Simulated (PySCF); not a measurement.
## Electronic structure of C4H16SSi3 (SMILES C[SiH2]CS[C@H]([SiH3])C[SiH3]) in real space

```yaml
atoms:
  - { symbol: C, position_ang: [3.1049, 1.4110, -0.6910] }
  - { symbol: Si, position_ang: [3.0285, -0.3231, 0.0705] }
  - { symbol: C, position_ang: [1.2432, -0.6352, 0.6699] }
  - { symbol: S, position_ang: [0.1080, -0.6415, -0.7495] }
  - { symbol: C, position_ang: [-1.5212, -0.6516, 0.1144] }
  - { symbol: Si, position_ang: [-2.1389, -2.4522, 0.1251] }
  - { symbol: C, position_ang: [-2.4462, 0.3401, -0.5699] }
  - { symbol: Si, position_ang: [-1.6004, 2.0293, -0.8326] }
  - { symbol: H, position_ang: [4.0837, 1.6145, -1.1144] }
  - { symbol: H, position_ang: [2.3683, 1.5172, -1.4829] }
  - { symbol: H, position_ang: [2.9017, 2.1789, 0.0512] }
  - { symbol: H, position_ang: [3.8880, -0.4189, 1.2600] }
  - { symbol: H, position_ang: [3.3909, -1.3587, -0.8997] }
  - { symbol: H, position_ang: [0.9168, 0.1546, 1.3455] }
  - { symbol: H, position_ang: [1.1468, -1.5914, 1.1813] }
  - { symbol: H, position_ang: [-1.3019, -0.2968, 1.1239] }
  - { symbol: H, position_ang: [-1.1340, -3.2792, 0.7934] }
  - { symbol: H, position_ang: [-2.3145, -2.8720, -1.2623] }
  - { symbol: H, position_ang: [-3.4054, -2.5087, 0.8601] }
  - { symbol: H, position_ang: [-3.3510, 0.4418, 0.0340] }
  - { symbol: H, position_ang: [-2.7604, -0.0607, -1.5356] }
  - { symbol: H, position_ang: [-0.7387, 2.3252, 0.3160] }
  - { symbol: H, position_ang: [-0.8242, 2.0524, -2.0685] }
  - { symbol: H, position_ang: [-2.6557, 3.0448, -0.8980] }
```

Geometry: GFN2-xTB.

Method: PBE0/pcSseg-1, SCF density, gas phase, non-relativistic in PySCF 2.14.0.

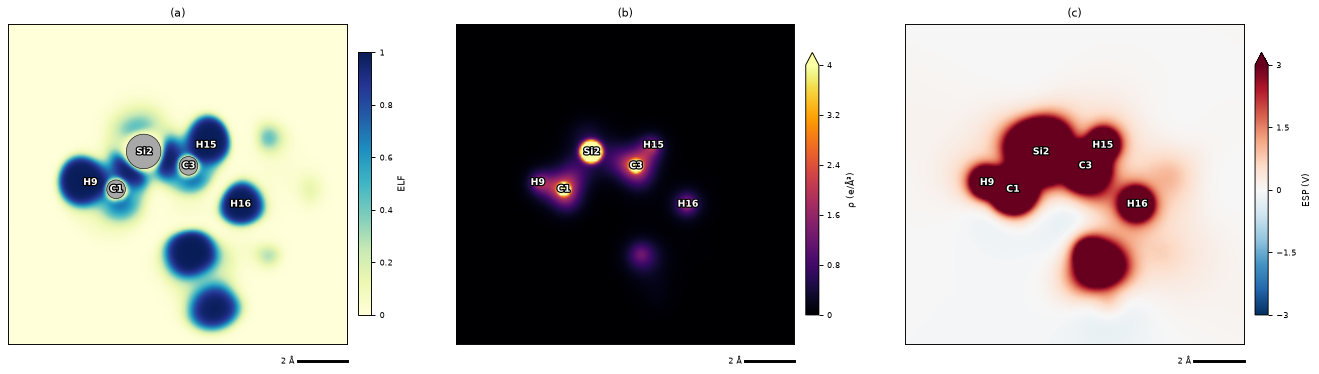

Figure 1. (a) ELF; (b) electron density; (c) molecular electrostatic potential on the plane of atoms C1, Si2 and C3. Grey discs cover the atomic cores in the ELF map.

> Read the bonding off the picture.

The section cuts through C, Si and H sites. C–Si (1.90 Å): ρ is about 0.92 e/Å³ halfway; the ELF peaks at about 0.95 between the atoms: localised, covalent bonding. C–H (1.09 Å): ρ is about 1.9 e/Å³ halfway; the ELF climbs to about 1 towards the hydrogen, as it does in any bond to H; a covalent bond by its length. The potential has no marked negative region in this plane.

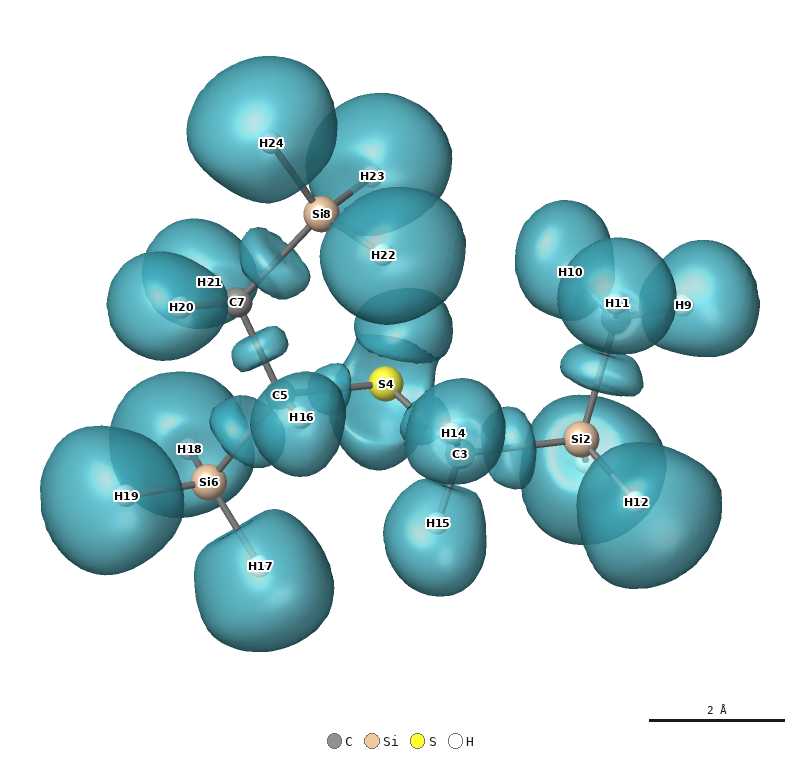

Figure 2. Isosurface of the electron localisation function at 0.8 (cyan), seen at a tilt. Core shells and regions of very low density are left out.

> What do the ELF domains correspond to?

The ELF exceeds this value in one region between bonded C–C atoms (shared pairs), two regions between bonded C–S atoms (shared pairs), four regions between bonded C–Si atoms (shared pairs), 16 regions around hydrogen nuclei and one lobe on S, pointing away from the bonds (lone pairs, which may merge into one lobe).


C–C (1.52 Å): the ELF peaks at about 0.95 between the atoms, as expected for a shared electron pair. C–S (1.82 Å): the ELF peaks at about 0.90 between the atoms (localised, covalent bonding).

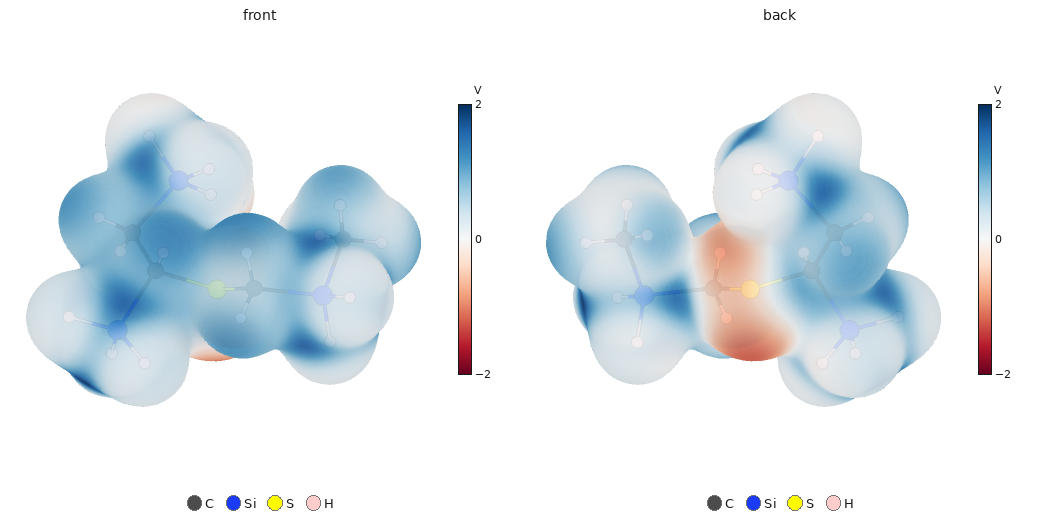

Figure 3. The electrostatic potential painted on the density surface at 0.004 e/bohr³, seen from the front and from behind; the colour scale runs from red (negative) to blue (positive).

> Which sites attract a positive test charge, and which a negative one?

A positive charge is drawn to the negative regions and a negative charge to the positive ones. The most negative region (about −1.1 V) lies over S4, the most positive (about +1.8 V) over Si2 and Si6.

> What dipole moment does the calculation give?

Its dipole moment is 1.31 D.
